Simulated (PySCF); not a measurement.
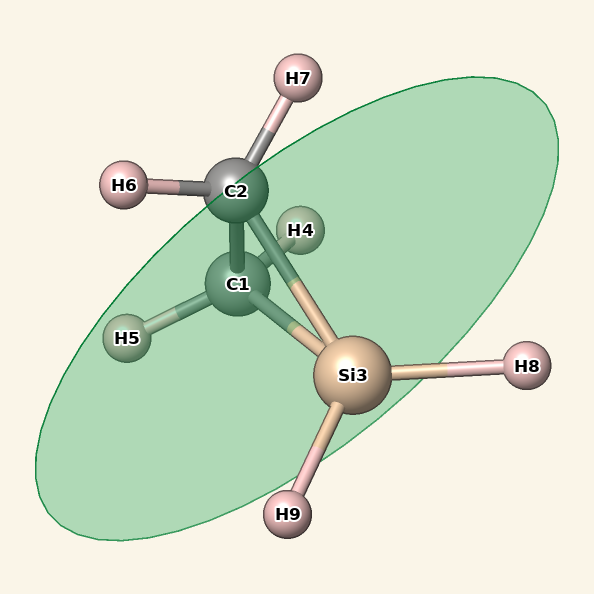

A disc through the centre of mass is drawn in. Atoms fade into the background with distance from the viewer. The computed structure is the end point of a PBE0-D3(BJ)/def2-SVP optimisation. No frequency run is at hand to confirm it as a minimum.

Is the plane of the disc a mirror plane of the structure?

No. The point group is C2v, with 1 C2 axis and 2 mirror planes, and this plane isn't one of its mirror planes.
